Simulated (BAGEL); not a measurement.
# BNH3S (SMILES N[B]S): UHF/def2-SVPD (density fitting with qzvpp-jkfit)

Aim: the vertical doublet–quartet gap of BNH3S at UHF/def2-SVPD (density fitting with qzvpp-jkfit), from 2 runs. 

Program for the calculation: BAGEL 1.2.2.

## Step 1: Starting point

BNH3S: 6 atoms, total charge 0, spin state doublet. As SMILES, `N[B]S`. The shape is that of a PBE0-D4/def2-TZVP optimisation. This is a higher conformer, about 7 kJ/mol above the lowest found by a separate search.

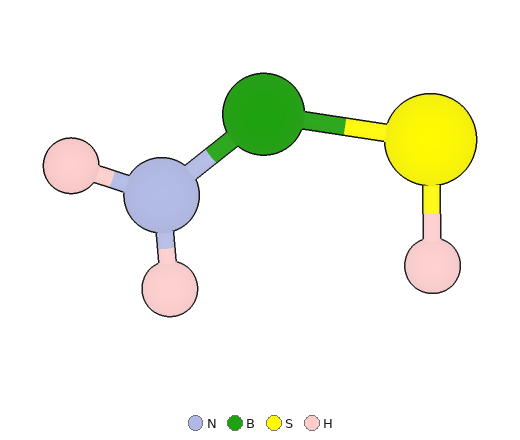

Viewed from a chosen angle; nitrogen light blue, boron green, sulfur yellow, hydrogen pink.

## Step 2: A single-point energy at UHF/def2-SVPD (density fitting with qzvpp-jkfit)

input.json

```json
{ "bagel" : [

{
  "title" : "molecule",
  "basis" : "def2-svpd.json",
  "df_basis" : "qzvpp-jkfit",
  "angstrom" : "true",
  "geometry" : [
    { "atom" : "N", "xyz" : [      -0.621200,       0.083000,      -0.756700 ] },
    { "atom" : "B", "xyz" : [      -0.538400,      -0.445500,       0.515700 ] },
    { "atom" : "S", "xyz" : [       0.781100,      -0.475200,       1.709200 ] },
    { "atom" : "H", "xyz" : [      -1.454200,       0.016000,      -1.315600 ] },
    { "atom" : "H", "xyz" : [       0.135500,       0.569200,      -1.216600 ] },
    { "atom" : "H", "xyz" : [       1.739200,       0.188500,       1.017800 ] }
  ]
},

{
  "title" : "uhf",
  "nopen" : 1
},

{
  "title" : "print",
  "file" : "orbitals.molden",
  "orbitals" : "true"
}

]}
```

The basis set def2-SVPD is read from a file made from the Basis Set Exchange's data (not shown).

The run is started by

```console
$ BAGEL_NUM_THREADS=1 BAGEL input.json > input.out
```

The log of the run:

```text
* using 1 threads per process

  ===============================================================
  ===============================================================

  *** Geometry ***

  { "atom" : "N", "xyz" : [     -1.173898,      0.156847,     -1.429956 ] },
  { "atom" : "B", "xyz" : [     -1.017429,     -0.841873,      0.974532 ] },
  { "atom" : "S", "xyz" : [      1.476065,     -0.897998,      3.229920 ] },
  { "atom" : "H", "xyz" : [     -2.748040,      0.030236,     -2.486124 ] },
  { "atom" : "H", "xyz" : [      0.256058,      1.075632,     -2.299041 ] },
  { "atom" : "H", "xyz" : [      3.286612,      0.356213,      1.923363 ] },

  Number of auxiliary basis functions:      334

  Since a DF basis is specified, we compute 2- and 3-index integrals:
    o Being stored without compression. Storage requirement is 0.022 GB

  Number of basis functions:       91
  Number of electrons      :       31

    * METHOD: MOLECULE                             0.12

  *** Open-shell HF ***

  === Nuclear Repulsion ===
    81.7052129035

      * DIIS with orbital gradients will be used.

  === UHF iteration (def2-svpd.json) ===
      0       -478.07909348          0.03598404           0.06
      1       -478.20726283          0.02232354           0.07
      2       -478.23779668          0.01219257           0.07
      3       -478.25070801          0.00162639           0.06
      4       -478.25171410          0.00038847           0.07
      5       -478.25181632          0.00013055           0.07
      6       -478.25185129          0.00003786           0.08
      7       -478.25185967          0.00001600           0.07
      8       -478.25186217          0.00000664           0.07
      9       -478.25186296          0.00000299           0.07
     10       -478.25186323          0.00000150           0.08
     11       -478.25186332          0.00000103           0.07
     12       -478.25186334          0.00000044           0.07
     13       -478.25186335          0.00000019           0.07
     14       -478.25186335          0.00000008           0.07
     15       -478.25186335          0.00000004           0.07
     16       -478.25186335          0.00000002           0.06
     17       -478.25186335          0.00000001           0.07
     18       -478.25186335          0.00000001           0.07
    * SCF iteration converged.

    * S^2 (UHF) is 0.7570

    * Permanent dipole moment:
           (   -0.094079,    -0.486173,     1.025420) a.u.

    * METHOD: UHF                                  1.44

    * METHOD: PRINT                                0.02

  ===============================================================
```

It took 1.7 s on 1 thread of Arm Neoverse V1, shared host; peak memory 0.088 GiB.

## Step 3: The quartet, same level

input.json

```json
{ "bagel": [

{
  "title": "molecule",
  "basis": "def2-svpd.json",
  "df_basis": "qzvpp-jkfit",
  "angstrom": "true",
  "geometry": [
    { "atom": "N", "xyz": [      -0.621200,       0.083000,      -0.756700 ] },
    { "atom": "B", "xyz": [      -0.538400,      -0.445500,       0.515700 ] },
    { "atom": "S", "xyz": [       0.781100,      -0.475200,       1.709200 ] },
    { "atom": "H", "xyz": [      -1.454200,       0.016000,      -1.315600 ] },
    { "atom": "H", "xyz": [       0.135500,       0.569200,      -1.216600 ] },
    { "atom": "H", "xyz": [       1.739200,       0.188500,       1.017800 ] }
  ]
},

{
  "title": "uhf",
  "nopen": 3
},

{
  "title": "print",
  "file": "orbitals.molden",
  "orbitals": "true"
}

]}
```

The basis set def2-SVPD is read from a file made from the Basis Set Exchange's data (not shown).

The run is started by

```console
$ BAGEL_NUM_THREADS=1 BAGEL input.json > input.out
```

The log of the run:

```text
* using 1 threads per process

  ===============================================================
  ===============================================================

  *** Geometry ***

  { "atom" : "N", "xyz" : [     -1.173898,      0.156847,     -1.429956 ] },
  { "atom" : "B", "xyz" : [     -1.017429,     -0.841873,      0.974532 ] },
  { "atom" : "S", "xyz" : [      1.476065,     -0.897998,      3.229920 ] },
  { "atom" : "H", "xyz" : [     -2.748040,      0.030236,     -2.486124 ] },
  { "atom" : "H", "xyz" : [      0.256058,      1.075632,     -2.299041 ] },
  { "atom" : "H", "xyz" : [      3.286612,      0.356213,      1.923363 ] },

  Number of auxiliary basis functions:      334

  Since a DF basis is specified, we compute 2- and 3-index integrals:
    o Being stored without compression. Storage requirement is 0.022 GB

  Number of basis functions:       91
  Number of electrons      :       31

    * METHOD: MOLECULE                             0.15

  *** Open-shell HF ***

  === Nuclear Repulsion ===
    81.7052129035

      * DIIS with orbital gradients will be used.

  === UHF iteration (def2-svpd.json) ===
      0       -477.82991649          0.04147992           0.11
      1       -477.95669251          0.03107255           0.08
      2       -478.00749812          0.02066548           0.09
      3       -478.04395996          0.00208244           0.08
      4       -478.04617265          0.00102015           0.07
      5       -478.04668457          0.00063064           0.07
      6       -478.04708745          0.00035199           0.07
      7       -478.04725489          0.00010835           0.07
      8       -478.04727731          0.00005943           0.07
      9       -478.04728425          0.00002298           0.07
     10       -478.04728617          0.00001117           0.07
     11       -478.04728670          0.00000454           0.07
     12       -478.04728683          0.00000205           0.08
     13       -478.04728685          0.00000082           0.07
     14       -478.04728685          0.00000032           0.07
     15       -478.04728685          0.00000019           0.06
     16       -478.04728685          0.00000007           0.07
     17       -478.04728685          0.00000005           0.07
     18       -478.04728685          0.00000002           0.08
     19       -478.04728685          0.00000001           0.07
     20       -478.04728685          0.00000001           0.08
    * SCF iteration converged.

    * S^2 (UHF) is 3.7720

    * Permanent dipole moment:
           (   -1.288318,    -0.490691,     0.016695) a.u.

    * METHOD: UHF                                  1.80

    * METHOD: PRINT                                0.03

  ===============================================================
```

Run time: 2.1 s. Hardware: 1 thread of Arm Neoverse V1, shared host; peak memory 0.089 GiB.

## Step 4: What came out

At UHF/def2-SVPD (density fitting with qzvpp-jkfit):

| quantity | value |
| --- | --- |
| doublet: total energy | -478.25186 Eh |
| doublet: dipole moment | 2.89 D |
| doublet: ⟨S²⟩ | 0.757 |
| quartet: total energy | -478.04729 Eh |
| quartet: dipole moment | 3.50 D |
| quartet: ⟨S²⟩ | 3.772 |
| vertical energy of the quartet above the doublet | 5.567 eV |

In words: At this shape the quartet lies 5.57 eV (537 kJ/mol) above the doublet.
